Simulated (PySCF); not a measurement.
# C₄H₅Cl: excited states, first hyperpolarisability

Wanted: excited states, first hyperpolarisability for C₄H₅Cl (`C=C=CCCl`).

Computed with PySCF 2.14.0 and routines of our own; the level stands in each step. Atoms count from 0.

## (1) The starting structure

10 atoms, charge 0, multiplicity 1; geometry from: GFN2-xTB.

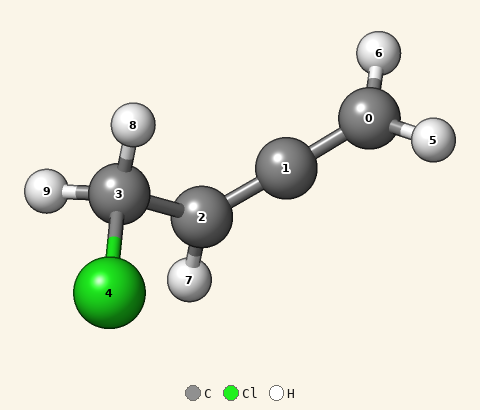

The starting geometry (carbon grey, chlorine green, hydrogen white).

## (2) Relaxing the molecule at PBE0-D3(BJ)/def2-TZVP

What the job is given:

```
{"job": {"xc": "PBE0", "basis": "def2-TZVP", "d3": "d3bj", "grid": 2, "kind": "geom"}, "charge": 0, "multiplicity": 1}
C      2.108796    -0.120785     0.139623
C      0.858621    -0.306466    -0.129822
C     -0.397749    -0.473135    -0.417323
C     -1.466284     0.485845    -0.017239
Cl    -2.490347    -0.237605     1.279348
H      2.549861    -0.486494     1.052909
H      2.766635     0.397977    -0.539358
H     -0.725458    -1.363158    -0.937791
H     -1.052540     1.406643     0.391203
H     -2.142651     0.701832    -0.844078
```

On the command line:

```sh
OMP_NUM_THREADS=1 python excited_run.py task.json out
```

The driver reads the jobs from task.json and runs them one after another.

Standard output:

```text
step   0  E = -615.30229144  max force = 0.004910
step   1  E = -615.30270305  max force = 0.001500
step   2  E = -615.30271956  max force = 0.000438
step   3  E = -615.30272291  max force = 0.000367
optimisation converged
```

Run time: 53 s. Hardware: 1 thread of Intel Xeon Platinum 8488C, shared host; peak memory 0.79 GiB.

Step by step:

| step | energy from step 0 (eV) | largest force component (eV/Å) |
| --- | --- | --- |
| 0 | 0.0000 | 0.2525 |
| 1 | -0.0112 | 0.0771 |
| 2 | -0.0116 | 0.0225 |
| 3 | -0.0117 | 0.0189 |

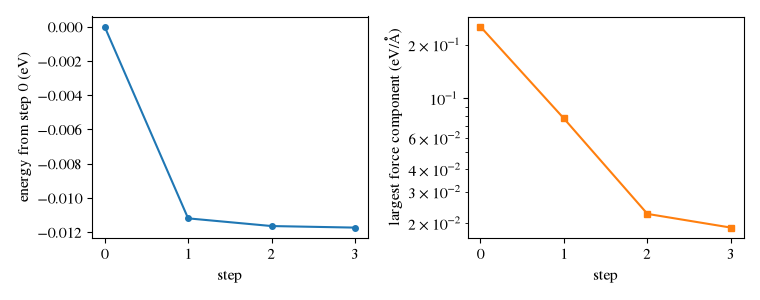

Energy and force, step by step.

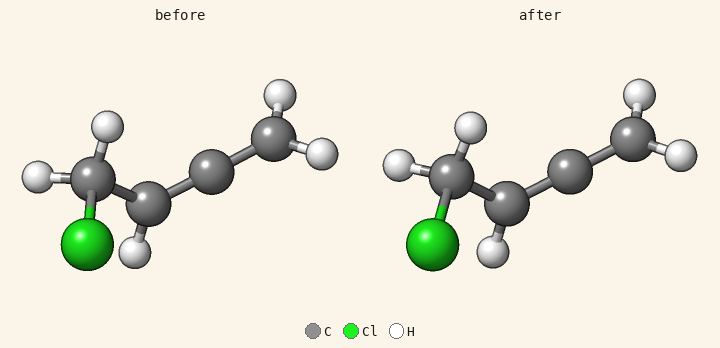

The geometry before (left) and after (right).

Distances of close pairs at the start and the end, largest changes first:

| bond | before (Å) | after (Å) | change (Å) |
| --- | --- | --- | --- |
| C3–Cl4 | 1.804 | 1.795 | -0.009 |
| C0–H5 | 1.078 | 1.085 | +0.007 |
| C0–H6 | 1.078 | 1.085 | +0.007 |
| C0–C1 | 1.292 | 1.299 | +0.006 |
| C2–H7 | 1.082 | 1.087 | +0.005 |
| C1–C2 | 1.300 | 1.302 | +0.003 |
| C2–C3 | 1.490 | 1.488 | -0.002 |
| C3–H8 | 1.089 | 1.088 | -0.001 |

The next job starts from the end point, and lists it.

| at the end point | value |
| --- | --- |
| point group (found at 0.08 Å tolerance) | C1 |
| rotational constants (GHz, main isotopes) | 15.788, 1.610, 1.565 |
| dipole moment (D) | 2.05 |

## (3) Excited states: TDA CAM-B3LYP/def2-TZVPD

What the job is given:

```
{"job": {"kind": "states", "xc": "CAM-B3LYP", "basis": "def2-TZVPD", "tda": true, "soc": true, "nstates": 6, "ntriplets": 5, "nquad": 4}, "charge": 0, "multiplicity": 1}
C      2.110833    -0.148811     0.167041
C      0.855671    -0.323345    -0.117120
C     -0.404976    -0.486551    -0.399306
C     -1.447187     0.504973    -0.018648
Cl    -2.659933    -0.222316     1.086174
H      2.534436    -0.530808     1.090317
H      2.773685     0.379448    -0.510418
H     -0.729739    -1.374732    -0.934982
H     -1.014615     1.357965     0.499043
H     -2.007543     0.850520    -0.886800
```

Method: TDA CAM-B3LYP/def2-TZVPD excited states, vertical, gas phase, spin-orbit mean-field couplings.

Standard output:

```text
coarse grid: 9072 points
cycle   1  E = -615.5409172076  dE =  6.324e-01  |g| = 3.104e-01  |ddm| = 3.103e+00
cycle   2  E = -615.5517366429  dE = -1.082e-02  |g| = 2.845e-01  |ddm| = 1.107e+00
cycle   3  E = -615.5697349580  dE = -1.800e-02  |g| = 5.017e-02  |ddm| = 4.210e-01
cycle   4  E = -615.5702463037  dE = -5.113e-04  |g| = 2.605e-02  |ddm| = 1.057e-01
cycle   5  E = -615.5704160443  dE = -1.697e-04  |g| = 6.227e-03  |ddm| = 5.467e-02
cycle   6  E = -615.5704257094  dE = -9.665e-06  |g| = 2.012e-03  |ddm| = 1.338e-02
final grid: 83440 points
cycle   7  E = -615.5644746668  dE = -2.432e-05  |g| = 3.366e-03  |ddm| = 1.544e-01
cycle   8  E = -615.5644746399  dE =  2.698e-08  |g| = 3.155e-03  |ddm| = 1.306e-02
cycle   9  E = -615.5644767898  dE = -2.150e-06  |g| = 5.815e-04  |ddm| = 4.909e-03
cycle  10  E = -615.5644768705  dE = -8.072e-08  |g| = 1.564e-04  |ddm| = 1.356e-03
cycle  11  E = -615.5644768777  dE = -7.137e-09  |g| = 2.962e-05  |ddm| = 3.883e-04
cycle  12  E = -615.5644768780  dE = -3.604e-10  |g| = 8.350e-06  |ddm| = 1.202e-04
converged SCF energy = -615.5644768780

Singlet excitations
state   eV       nm        f     d(h-e)  d(exc)  Lambda  PR(NTO)  |dmu|/D   mu/D   main configurations
  1   5.8549   211.8   0.00616   0.520   2.699   0.499   1.340    1.457    1.394   H->L 0.44, H->L+2 0.24
  2   6.1765   200.7   0.00060   0.672   2.716   0.513   1.356    1.815    3.659   H-1->L+1 0.34, H-1->L 0.29, H-1->L+4 0.09
  3   6.9178   179.2   0.06145   0.514   3.068   0.465   1.393    1.488    0.653   H->L 0.25, H-2->L 0.22, H->L+2 0.16
  4   6.9848   177.5   0.03220   0.680   3.071   0.466   1.727    2.118    0.590   H-2->L 0.21, H->L 0.13, H-1->L 0.10
  5   7.1196   174.1   0.03038   0.609   3.247   0.491   2.114                     H-3->L 0.26, H->L+1 0.23, H->L+2 0.15
  6   7.1883   172.5   0.02438   0.201   3.419   0.536   1.423                     H-1->L 0.32, H-1->L+1 0.23, H-1->L+2 0.15

Triplet excitations (Tamm-Dancoff)
state   eV     d(h-e)  d(exc)  Lambda  PR(NTO)   main configurations
  1   4.5602   0.062   2.271   0.540   1.619   H->L+1 0.33, H->L 0.12, H-1->L 0.12
  2   4.8035   0.078   2.223   0.523   1.592   H-1->L+2 0.24, H-1->L 0.17, H->L 0.13
  3   5.5170   0.623   2.634   0.497   1.260   H->L+2 0.31, H->L 0.28, H-1->L 0.08
  4   5.7890   0.654   2.653   0.499   1.320   H-1->L+1 0.42, H-1->L 0.16, H-1->L+4 0.12
  5   6.2745   0.661   2.551   0.417   1.048   H-2->L 0.48, H-2->L+1 0.19, H-2->L+9 0.09
S1 - T1 = 1.2947 eV

Spin-orbit couplings |<S|Hso|T>| (cm-1)
             T1       T2       T3       T4       T5
S0       11.588   15.730   21.844   67.345  217.244
S1        6.385    1.595    1.331    5.117   43.264
S2        7.910    4.238    3.167    4.209   28.964
S3       24.295   24.523   15.196   59.743  102.444
S4       27.879   22.964   23.087   33.498  138.073
S5       26.974   21.201   16.359   31.711  185.467
S6       11.344   11.217    6.082   14.543   27.923
T1 sublevels (cm-1): 0.000 0.046 0.066   radiative rates (1/s): 79 0.447 13.3
```

Wall time 40 s (1 thread of Intel Xeon Platinum 8488C, shared host); peak memory 0.84 GiB.

In short:

| quantity | value |
| --- | --- |
| S1 less T1 | 1.29 eV |

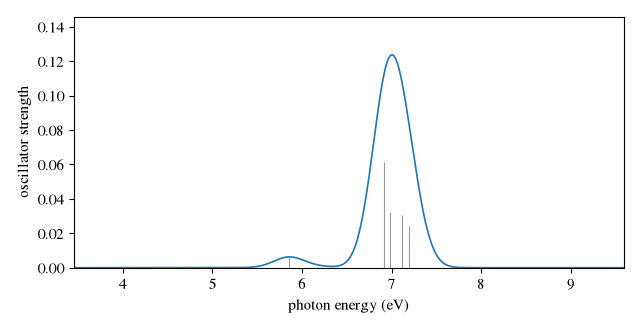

Absorption lines of the singlets. Lines are broadened to a width of 0.40 eV (Gaussian).

## (4) Excited states: TDDFT CAM-B3LYP/def2-TZVPD

Settings changed since step 3:

```diff
@@ -1,2 +1,2 @@
-{"job": {"kind": "states", "xc": "CAM-B3LYP", "basis": "def2-TZVPD", "tda": true, "soc": true, "nstates": 6, "ntriplets": 5, "nquad": 4}, "charge": 0, "multiplicity": 1}
+{"job": {"kind": "states", "xc": "CAM-B3LYP", "basis": "def2-TZVPD", "tpa": true, "nstates": 8, "nquad": 6, "ntriplets": 0}, "charge": 0, "multiplicity": 1}
 C      2.110833    -0.148811     0.167041
```

Level: TDDFT CAM-B3LYP/def2-TZVPD excited states, vertical, gas phase, two-photon moments by quadratic response.

Standard output:

```text
coarse grid: 9072 points
cycle   1  E = -615.5409172076  dE =  6.324e-01  |g| = 3.104e-01  |ddm| = 3.103e+00
cycle   2  E = -615.5517366429  dE = -1.082e-02  |g| = 2.845e-01  |ddm| = 1.107e+00
cycle   3  E = -615.5697349580  dE = -1.800e-02  |g| = 5.017e-02  |ddm| = 4.210e-01
cycle   4  E = -615.5702463037  dE = -5.113e-04  |g| = 2.605e-02  |ddm| = 1.057e-01
cycle   5  E = -615.5704160443  dE = -1.697e-04  |g| = 6.227e-03  |ddm| = 5.467e-02
cycle   6  E = -615.5704257094  dE = -9.665e-06  |g| = 2.012e-03  |ddm| = 1.338e-02
final grid: 83440 points
cycle   7  E = -615.5644746668  dE = -2.432e-05  |g| = 3.366e-03  |ddm| = 1.544e-01
cycle   8  E = -615.5644746399  dE =  2.698e-08  |g| = 3.155e-03  |ddm| = 1.306e-02
cycle   9  E = -615.5644767898  dE = -2.150e-06  |g| = 5.815e-04  |ddm| = 4.909e-03
cycle  10  E = -615.5644768705  dE = -8.072e-08  |g| = 1.564e-04  |ddm| = 1.356e-03
cycle  11  E = -615.5644768777  dE = -7.137e-09  |g| = 2.962e-05  |ddm| = 3.883e-04
cycle  12  E = -615.5644768780  dE = -3.604e-10  |g| = 8.350e-06  |ddm| = 1.202e-04
converged SCF energy = -615.5644768780

Singlet excitations
state   eV       nm        f     d(h-e)  d(exc)  Lambda  PR(NTO)  |dmu|/D   mu/D   delta(TPA)   sigma/GM   main configurations
  1   5.8382   212.4   0.00642   0.525   2.690   0.499   1.331    1.528    1.389        1.44      0.018   H->L 0.45, H->L+2 0.25
  2   6.1437   201.8   0.00081   0.718   2.728   0.514   1.284    1.882    3.722        0.62      0.009   H-1->L+1 0.35, H-1->L 0.29, H-1->L+4 0.09
  3   6.8400   181.3   0.09039   0.365   3.023   0.482   1.344    0.917    1.217       16.33      0.280   H->L 0.23, H-2->L 0.18, H->L+2 0.14
  4   6.9405   178.6   0.05867   0.645   3.011   0.463   1.614    1.920    0.541        7.23      0.128   H-2->L 0.18, H->L 0.13, H-3->L 0.12
  5   7.0922   174.8   0.01993   0.619   3.344   0.495   2.012    2.001    0.807        9.09      0.168   H->L+1 0.23, H-3->L 0.21, H->L+2 0.20
  6   7.1112   174.4   0.01670   0.144   3.284   0.536   2.084    0.597    1.540       45.25      0.838   H-1->L 0.31, H->L+1 0.24, H-2->L 0.17
  7   7.2898   170.1   0.16687   0.452   3.280   0.526   2.035                                            H-1->L+2 0.32, H-1->L+1 0.18, H->L+1 0.18
  8   7.5822   163.5   0.68815   0.278   3.126   0.524   2.085                                            H-1->L+2 0.47, H-1->L 0.08
```

Wall time 46 s (1 thread of Intel Xeon Platinum 8488C, shared host); peak memory 0.84 GiB.

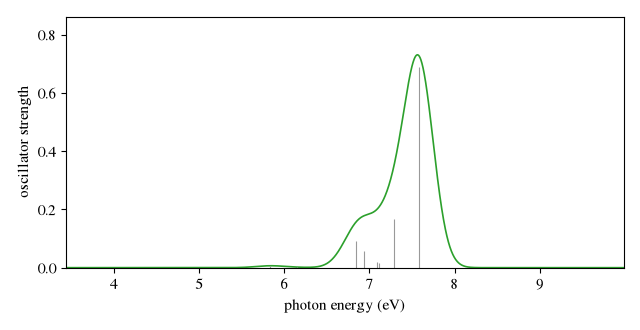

Absorption lines of the singlets. Lines are broadened to a width of 0.40 eV (Gaussian).

## (5) First hyperpolarisability: quadratic response CAM-B3LYP/def2-TZVPD

Settings changed since step 4:

```diff
@@ -1,2 +1,2 @@
-{"job": {"kind": "states", "xc": "CAM-B3LYP", "basis": "def2-TZVPD", "tpa": true, "nstates": 8, "nquad": 6, "ntriplets": 0}, "charge": 0, "multiplicity": 1}
+{"job": {"kind": "beta", "xc": "CAM-B3LYP", "basis": "def2-TZVPD"}, "charge": 0, "multiplicity": 1}
 C      2.110833    -0.148811     0.167041
```

With the program's defaults for keys left out, this is: quadratic response CAM-B3LYP/def2-TZVPD first hyperpolarisability, Taylor convention, gas phase.

Standard output:

```text
coarse grid: 9072 points
cycle   1  E = -615.5409172076  dE =  6.324e-01  |g| = 3.104e-01  |ddm| = 3.103e+00
cycle   2  E = -615.5517366429  dE = -1.082e-02  |g| = 2.845e-01  |ddm| = 1.107e+00
cycle   3  E = -615.5697349580  dE = -1.800e-02  |g| = 5.017e-02  |ddm| = 4.210e-01
cycle   4  E = -615.5702463037  dE = -5.113e-04  |g| = 2.605e-02  |ddm| = 1.057e-01
cycle   5  E = -615.5704160443  dE = -1.697e-04  |g| = 6.227e-03  |ddm| = 5.467e-02
cycle   6  E = -615.5704257094  dE = -9.665e-06  |g| = 2.012e-03  |ddm| = 1.338e-02
final grid: 83440 points
cycle   7  E = -615.5644746668  dE = -2.432e-05  |g| = 3.366e-03  |ddm| = 1.544e-01
cycle   8  E = -615.5644746399  dE =  2.698e-08  |g| = 3.155e-03  |ddm| = 1.306e-02
cycle   9  E = -615.5644767898  dE = -2.150e-06  |g| = 5.815e-04  |ddm| = 4.909e-03
cycle  10  E = -615.5644768705  dE = -8.072e-08  |g| = 1.564e-04  |ddm| = 1.356e-03
cycle  11  E = -615.5644768777  dE = -7.137e-09  |g| = 2.962e-05  |ddm| = 3.883e-04
cycle  12  E = -615.5644768780  dE = -3.604e-10  |g| = 8.350e-06  |ddm| = 1.202e-04
converged SCF energy = -615.5644768780

Lowest singlets (eV, f): 5.8382 0.0064  6.1437 0.0008  6.8400 0.0904

First hyperpolarisability (au)
process     nm      |vector|   parallel      HRS      DR
static         -       56.37      29.67      23.16   5.132
shg       1907.0       60.30      31.71      24.74   5.131
eope      1907.0       57.64      30.33          -       -
shg       1064.0       70.38      36.95      28.81   5.104
eope      1064.0       60.59      31.86          -       -
```

It took 36 s on 1 thread of Intel Xeon Platinum 8488C, shared host; peak memory 0.84 GiB.

## (6) Excited states: CAM-B3LYP/def2-TZVPD in carbondisulfide

Settings changed since step 5:

```diff
@@ -1,2 +1,2 @@
-{"job": {"kind": "beta", "xc": "CAM-B3LYP", "basis": "def2-TZVPD"}, "charge": 0, "multiplicity": 1}
+{"job": {"kind": "states", "xc": "CAM-B3LYP", "basis": "def2-TZVPD", "tda": true, "soc": true, "nstates": 6, "ntriplets": 5, "nquad": 4, "solvent": "carbondisulfide"}, "charge": 0, "multiplicity": 1}
 C      2.110833    -0.148811     0.167041
```

With the program's defaults for keys left out, this is: CAM-B3LYP/def2-TZVPD.

Standard output:

```text
KeyError: 'carbondisulfide'
```

Hardware: 1 thread of Intel Xeon Platinum 8488C, shared host.

Why it failed: The input was refused with the message shown. The remedy is to check the setting that the message names.

## (7) Results

```
                                                  quantity                                             value
                                               point group                                                C1
                      rotational constants (main isotopes)                             15.79, 1.61, 1.56 GHz
             S1 less T1 (step 3, TDA CAM-B3LYP/def2-TZVPD)                                           1.29 eV
β vector (step 5, quadratic response CAM-B3LYP/def2-TZVPD)  static 56, SHG 1907.0 nm 60, SHG 1064.0 nm 70 au
                                                      runs                1 failed, 0 ended on unsound input
```

What this shows: Over 3 steps the energy fell by 0.012 eV; of the close pairs, C3–Cl4 changed most, 1.804 to 1.795 Å. In step 3, the number of triplets below S1 is 4, and the largest singlet-triplet spin-orbit coupling is S0–T5, 217.24 cm⁻¹. β grows from 56 au (static) to 70 au for doubling at 1064.0 nm: normal dispersion, which grows as twice the photon energy moves toward the bright states.
